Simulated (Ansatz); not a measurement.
## C2H10Al2O2: geometry relaxation

The run: geometry relaxation of C2H10Al2O2. Method and program: RHF/def2-TZVPD (Ansatz 0.2.0).

The run did not end well. The geometry comes from this level: PBE0-D4/def2-TZVP.

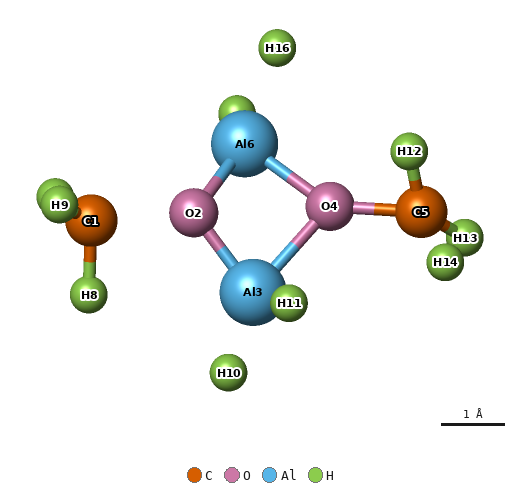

The structure as given in the input (ball-and-stick view, seen at a tilt; atoms are numbered from 1 in the order of the input). Sticks mark near contacts. Bond lengths as drawn: Al–H 1.10 Å, Al–O 1.58 to 1.90 Å, C–H 0.87 to 1.20 Å and C–O 1.46 Å.

**Input**
```yaml
crystal:
  periodic: [false, false, false]
  atoms:
    - {symbol: C, position_ang: [-0.152645, -0.934646, 2.442615]}
    - {symbol: O, position_ang: [0.197009, -0.179827, 1.006506]}
    - {symbol: Al, position_ang: [0.725078, -0.972324, -0.258140]}
    - {symbol: O, position_ang: [-0.053407, 0.560041, -1.064998]}
    - {symbol: C, position_ang: [0.223696, 1.027326, -2.422087]}
    - {symbol: Al, position_ang: [-1.248798, 0.760351, 0.366196]}
    - {symbol: H, position_ang: [-1.058103, -1.009074, 2.953155]}
    - {symbol: H, position_ang: [0.010886, -2.065819, 2.077609]}
    - {symbol: H, position_ang: [0.347182, -0.706888, 3.115634]}
    - {symbol: H, position_ang: [0.386301, -2.458483, -0.422727]}
    - {symbol: H, position_ang: [2.502128, -0.452031, -0.522156]}
    - {symbol: H, position_ang: [0.293408, 1.934123, -1.871790]}
    - {symbol: H, position_ang: [-0.249029, 0.713770, -3.322159]}
    - {symbol: H, position_ang: [1.584094, 0.743863, -2.822443]}
    - {symbol: H, position_ang: [-2.335681, 0.880907, 0.446616]}
    - {symbol: H, position_ang: [-0.646182, 2.607347, 0.551952]}
basis:
  gaussian: {orbitals: def2-TZVPD, fitting: {mean_field: cc-pVTZ-jkfit}}
hamiltonian: {xc: {name: HF}}
relax: {f_tol: 0.0001, max_steps: 1}
```

Command:
```bash
ansatz run in.yaml --threads 4 --pin off --events-out ev --progress --plain --max-ram 11315MiB
```

**What the program printed**
```
Functional definition: HF
  name "HF"
  cite "Fock, Z. Phys. 61, 126 (1930) doi:10.1007/BF01340294"
  parent pbe
  exchange = exact_x
  correlation = 0
858 factors; integrals over basis functions are off by at most 6.9e-1 eV
mean field evaluation 1: about -19448.7227 eV, gradient 4.8e1 eV
mean field evaluation 2: about -19452.2323 eV, gradient 3.2e1 eV
mean field evaluation 4: about -19454.1049 eV, gradient 1.0e0 eV
mean field -19454.10855812 eV, -714.9253030427 hartree, gradient 1.8e-5 eV, S^2 0.000000; 0 other end points of the search recorded, 0 dependent functions left out
the calculation of the forces begins
reference -19454.10855812 eV, -714.9253030427 hartree; 32, 32 occupied and 298, 298 virtual orbitals, 858 factors
relax step   1: F+E_penalty+E_count = -19454.10855812 eV  Δ(F+E_penalty+E_count) = +0.000e0 eV  max|allowed force component| = 2.197e1 eV/Å  Δτ_max = 0.0000 Å  (30 SCF iters, accepted)
Error: geometry relaxation did not converge after 1 steps: max|allowed force component| = 2.20e1 eV/Å (threshold 1.0e-4). Raise `relax.max_steps` over both its present limit and 1, loosen `relax.f_tol`, or start from a geometry closer to equilibrium. Where this run's directory can be resumed (`checkpoint.write`), a resume goes on for up to `relax.max_steps` more
```

**Outcome**

- outcome: not converged
- hardware: 4 threads of Arm Neoverse V2, 23 GiB of memory available, shared host
- wall time: 3.1 s (CPU time 12 s)
- peak memory: 0.74 GiB

**What went wrong**

A setting was made wrong on purpose: the optimiser is allowed too few steps. The run did not converge: “geometry relaxation did not converge after 1 steps: max|allowed force component| = 2.20e1 eV/Å (threshold 1.0e-4). Raise `relax.max_steps` over both its present limit and 1, loosen `relax.f_tol`, or start from a geometry closer to equilibrium …” Its last values are not results.
